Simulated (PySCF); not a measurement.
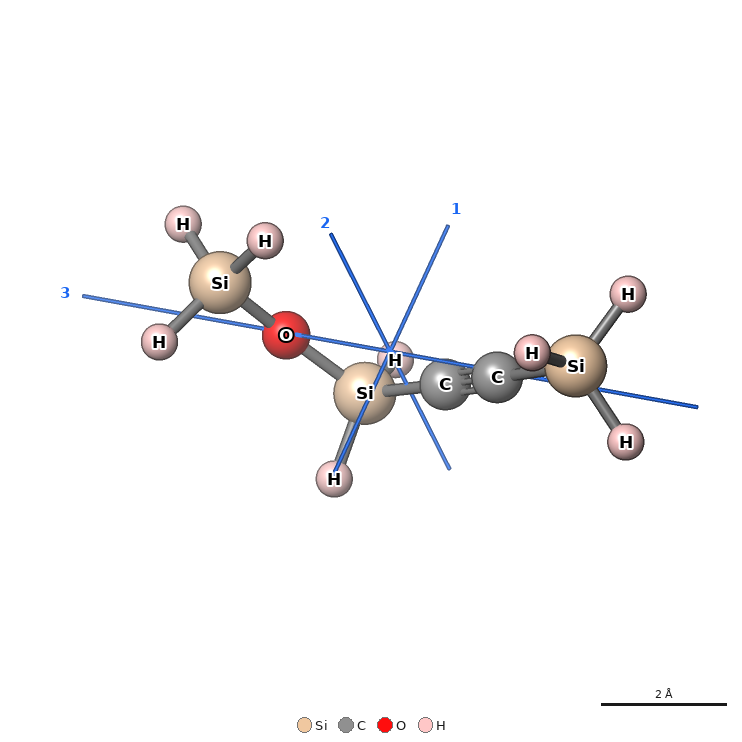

The three principal axes of inertia are drawn and numbered. Distant atoms are faded towards the background colour. The computed structure is the end point of a GFN2-xTB optimisation. No frequency run is at hand to confirm it as a minimum. Masses are those of the most abundant isotopes; constants are for the rigid equilibrium geometry.

Question: Which line is the a axis (least moment of inertia), which b and which c?

Answer: a is line 3, b is line 2, c is line 1; the moments are 147, 785, 914 u Å².

Question: Classify the rotor and give the rotational constants (GHz).

Answer: An asymmetric top (C1): A = 3.43, B = 0.644, C = 0.553 GHz. Ray's parameter κ is −0.94, close to the prolate limit.
